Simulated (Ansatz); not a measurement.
Scan of H₂Ge, lowest singlet found (which spin is the ground state isn't settled by this scan): insertion of Ge into H2 in C2v symmetry. Scanned: H-H distance and distance of Ge from the H-H midpoint.

Method: unrestricted PBE/aug-cc-pVDZ (Ansatz, a first-principles code).

Energy in kJ/mol above the lowest grid point; x is the H-H distance (Å), y the distance of Ge from the H-H midpoint (Å).

| y \ x | 0.70 | 0.78 | 0.90 | 1.05 | 1.25 | 1.50 | 1.80 | 2.15 | 3.02 | 3.47 |
|---|---|---|---|---|---|---|---|---|---|---|
| 3.93 | 176.8 | 168.0 | 189.3 | 243.8 | 330.7 | 433.8 | 526.3 | 570.3 | 563.5 | 563.1 |
| 3.17 | 172.5 | 163.1 | 183.3 | 236.0 | 319.2 | 414.0 | 496.3 | 542.3 | 544.2 | 548.7 |
| 2.57 | 163.3 | 152.0 | 168.3 | 214.3 | 284.4 | 356.9 | 414.5 | 451.1 | 487.5 | 505.0 |
| 2.11 | 155.3 | 139.1 | 145.8 | 175.6 | 218.1 | 255.9 | 282.0 | 303.3 | 373.9 | 420.0 |
| 1.81 | 166.5 | 142.9 | 135.3 | 143.1 | 154.5 | 158.9 | 162.1 | 177.1 | 265.8 | 327.9 |
| 1.59 | 210.5 | 177.3 | 152.1 | 134.7 | 113.2 | 90.8 | 79.0 | 88.0 | 187.5 | 260.4 |
| 1.36 | 352.2 | 302.0 | 246.7 | 188.9 | 125.4 | 66.3 | 25.9 | 17.6 | 116.4 | 198.0 |
| 1.13 | 750.7 | 666.8 | 555.6 | 434.6 | 296.3 | 160.6 | 54.4 | 0.0 | 68.0 | 152.3 |
| 0.91 | 1754.2 | 1587.3 | 1355.6 | 1090.6 | 781.3 | 474.4 | 223.5 | 67.9 | 54.8 | 132.6 |
| 0.68 | — | — | — | — | — | 1198.4 | 618.2 | 251.6 | 80.5 | 142.7 |
| 0.45 | — | — | — | — | — | — | 1226.2 | 520.3 | 130.7 | 176.8 |

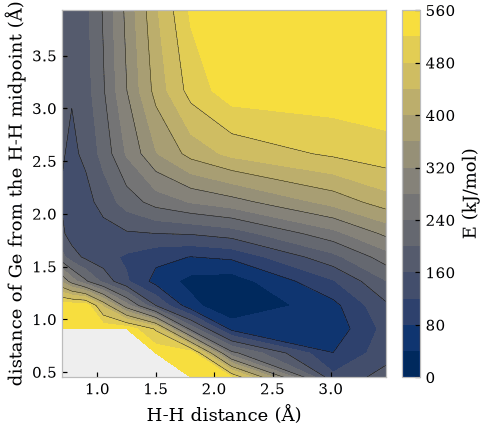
Fig. 1. Energy surface, cut off at 546 kJ/mol.

Points that lie below all their neighbours on the grid (none is named beside a point without a result): x = 2.15, y = 1.13 (0.0 kJ/mol).

Dashes: no converged value, or the column stops at the first point that the program doubted or that broke a chosen test of continuity, which isn't proof of a fault.
